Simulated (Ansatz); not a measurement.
```
CELL_PARAMETERS angstrom
-2.88783 2.88783 0.00000
2.88783 0.00000 2.88783
11.55134 11.55134 -11.55134
ATOMIC_POSITIONS crystal
Mo 0.33333 0.66667 0.66667
Mo 0.66667 0.33333 0.33333
Mo 0.00000 0.00000 0.00000
Se 0.66667 0.33333 0.70833
Se 0.00000 0.00000 0.37500
Se 0.33333 0.66667 0.04167
Mo 0.66667 0.33333 0.83333
Mo 0.00000 0.00000 0.50000
Mo 0.33333 0.66667 0.16667
Se 0.00000 0.00000 0.87500
Se 0.33333 0.66667 0.54167
Se 0.66667 0.33333 0.20833
```

Space group F-43m; started from the zinc blende prototype, which need not be the ambient phase; not relaxed (largest force 0.5 eV/Å); computed pressure about 15 GPa in this cell; the SCF solution may not be the lowest one; Hubbard U of 4.38 eV on Mo d only; the program warned that another magnetic order may lie lower; spin-polarised.

These are results of DFT r2SCAN+U, scalar-relativistic, plane waves, PAW in Ansatz, not measurements.

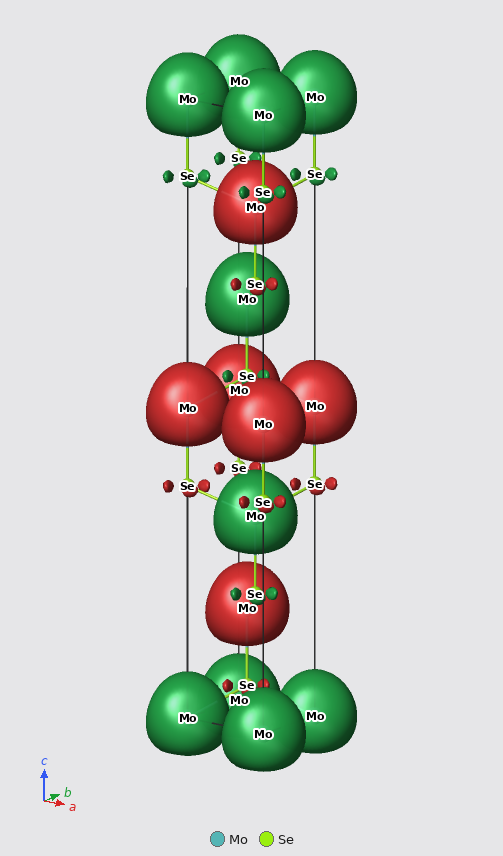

MoSe. Isosurfaces of the spin density at +0.08 (green) and −0.08 e/Å³ (red), seen slightly off an axis. Sticks mark near contacts.

Core electrons are frozen (PAW), and the valence fields are smoothed inside the atomic spheres.

Question: Where is the spin, and how is it ordered?

Answer: The spin density sits on Mo: +2.7 μB (×3) and −2.7 μB (×3) in one cell of 12 atoms, with smaller moments on other sites: Se (±0.15 μB): antiferromagnetic in this solution, which needn't be the ground state, with some nearest magnetic neighbours parallel and some opposed. The cell of the calculation (4 atoms) carries 0.0 μB of net spin moment.
